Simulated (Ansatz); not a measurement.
# BH7O2Si2: basis-set convergence

How large a basis does BH7O2Si2 need? Two functionals are run in growing sets.

The runs use Ansatz 0.2.0, Gaussian basis; one geometry, several basis sets.

Plan: PBE0-D4/def2-SVP; ωB97M-V/def2-SVP; PBE0-D4/def2-QZVPP; ωB97M-V/def2-QZVPP; the functionals' def2-TZVPP values are taken from earlier runs.

## 1. The geometry

All runs share one geometry, relaxed beforehand with PBE0-D4 in a triple-zeta def2 set.

12 atoms, charge 0, spin multiplicity 1.

Atoms are counted from 1 here; the program's logs count them from 0.

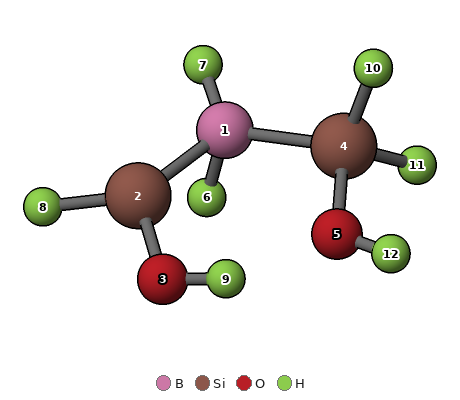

The structure; boron pink, silicon brown, oxygen red, hydrogen green; atoms are numbered from 1 in the order of the file.

## 2. PBE0-D4 in def2-SVP

in.yaml reads:

```yaml
crystal:
  periodic: [false, false, false]
  atoms:
    - {symbol: B, position_ang: [-1.190401, 0.036615, 0.470210]}
    - {symbol: Si, position_ang: [-1.083835, -0.410996, -1.350507]}
    - {symbol: O, position_ang: [0.291459, -0.273303, -2.188763]}
    - {symbol: Si, position_ang: [0.589850, 0.055371, 1.340840]}
    - {symbol: O, position_ang: [1.740765, 0.024158, 0.097515]}
    - {symbol: H, position_ang: [-1.339328, 1.118918, -0.197450]}
    - {symbol: H, position_ang: [-2.204829, -0.196487, 1.058531]}
    - {symbol: H, position_ang: [-2.163865, -0.446425, -2.372418]}
    - {symbol: H, position_ang: [1.055074, -0.189832, -1.579052]}
    - {symbol: H, position_ang: [0.826062, -1.133495, 2.213480]}
    - {symbol: H, position_ang: [0.896855, 1.249407, 2.184845]}
    - {symbol: H, position_ang: [2.659294, 0.110871, 0.356671]}
basis:
  gaussian: {orbitals: def2-SVP}
hamiltonian: {xc: pbe0, dispersion: d4}
output: {orbitals: {seedname: orbitals}}
```

Started as:

```bash
ansatz run in.yaml --threads 4 --pin off --events-out ev --progress --plain --max-ram 10444MiB
```

After this run come: ωB97M-V in def2-SVP; PBE0-D4 in def2-QZVPP; ωB97M-V in def2-QZVPP.

Q: Predict the results of all the runs planned. Wanted: PBE0-D4: double and triple zeta above quadruple; ωB97M-V: double and triple zeta above quadruple.

As calculated:

| quantity | value |
| --- | --- |
| PBE0-D4: double and triple zeta above quadruple | 12.48, 0.83 eV |
| ωB97M-V: double and triple zeta above quadruple | 12.63, 0.77 eV |

What this shows: PBE0-D4 gains 11.65 eV from double to triple zeta, then 0.83 eV more. Total energies overstate the basis error of differences, where much of it tends to cancel.
